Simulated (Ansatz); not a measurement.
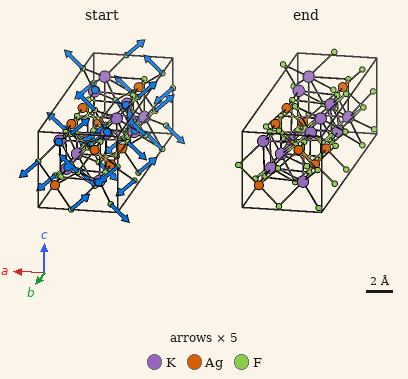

The structure of crystalline K₃Ag₂F₇ (set up in Ccce) before (left) and after (right) a relaxation, at one scale. The blue arrows give the displacements, 5 times their true length.

The picture is a ball-and-stick view of the conventional cell (2 times the calculation's cell) (origin shifted), seen from a free direction. Lengths and directions refer to the drawn axes.

The calculation used DFT, PBE, plane-wave PAW, default files, scalar-relativistic (Ansatz).

Input
```yaml
crystal:
  lattice:
    - [3.1701, -10.40595, 0.0]
    - [3.1701, 10.40595, 0.0]
    - [0.0, 0.0, 6.2134]
  atoms:
    - { symbol: K, position: [0.8121, 0.1879, 0.5] }
    - { symbol: K, position: [0.1879, 0.8121, 0.5] }
    - { symbol: K, position: [0.6879, 0.3121, 0.0] }
    - { symbol: K, position: [0.3121, 0.6879, 0.0] }
    - { symbol: K, position: [0.0, 0.0, 0.5] }
    - { symbol: K, position: [0.5, 0.5, 0.0] }
    - { symbol: Ag, position: [0.3984, 0.6016, 0.5] }
    - { symbol: Ag, position: [0.6016, 0.3984, 0.5] }
    - { symbol: Ag, position: [0.1016, 0.8984, 0.0] }
    - { symbol: Ag, position: [0.8984, 0.1016, 0.0] }
    - { symbol: F, position: [0.5, 0.5, 0.5] }
    - { symbol: F, position: [0.0, 0.0, 0.0] }
    - { symbol: F, position: [0.2943, 0.7057, 0.5] }
    - { symbol: F, position: [0.7057, 0.2943, 0.5] }
    - { symbol: F, position: [0.2057, 0.7943, 0.0] }
    - { symbol: F, position: [0.7943, 0.2057, 0.0] }
    - { symbol: F, position: [0.1105, 0.3039, 0.3018] }
    - { symbol: F, position: [0.8895, 0.6961, 0.3018] }
    - { symbol: F, position: [0.6961, 0.8895, 0.6982] }
    - { symbol: F, position: [0.3039, 0.1105, 0.6982] }
    - { symbol: F, position: [0.3895, 0.1961, 0.1982] }
    - { symbol: F, position: [0.6105, 0.8039, 0.1982] }
    - { symbol: F, position: [0.8039, 0.6105, 0.8018] }
    - { symbol: F, position: [0.1961, 0.3895, 0.8018] }
kpoints:
  mp_grid: { grid: [6, 6, 6] }
scf:
  occupations: { method: fermi_dirac, width: 0.05 }
hamiltonian:
  xc: pbe
  pseudopotentials: { kind: paw }
output:
  forces: true
  stress: true
  populations: true
  efg: { quadrupole_moments_barn: { K: 0.0603 }, contact_densities: true }
relax:
  f_tol: 0.02
  max_steps: 60
```

Run as
```bash
ansatz run input.yaml --threads 2 --pin off --max-ram 5120MiB --backend cpu --events-out ev --progress --plain --runs-dir out
```

### What changed between the two?

After 6 accepted moves (8 points after the start) the energy has fallen by 29.7 meV per atom. The largest force component goes from 1.4 to 0.0018 eV/Å. The line search rejected the trial step at point 2 of the run. 1 step only repeated the SCF at the same geometry. The largest moves, 0.42 Å, are those of 8 atoms (F17, F18, F19, F20 and others). F19 goes along [−1 0 1]. By element the largest moves are F 0.42 Å, K 0.17 Å, Ag 0.02 Å. The cell doesn't change. Some distances before and after: K1–F22 3.250 → 2.818 Å, K5–F21 3.319 → 2.986 Å, K5–F17 2.700 → 2.988 Å, K1–F14 2.214 → 2.453 Å. Bond angles that change, for instance: Ag7–F22–Ag10 158.0° → 175.0°, K4–F22–K6 94.7° → 80.0°, K6–F22–Ag10 100.8° → 93.6°. The space group stays Ccce (No. 68). The run took 15 min on 2 threads of Arm Neoverse V2, with other jobs on the host, peak memory 2.6 GiB.
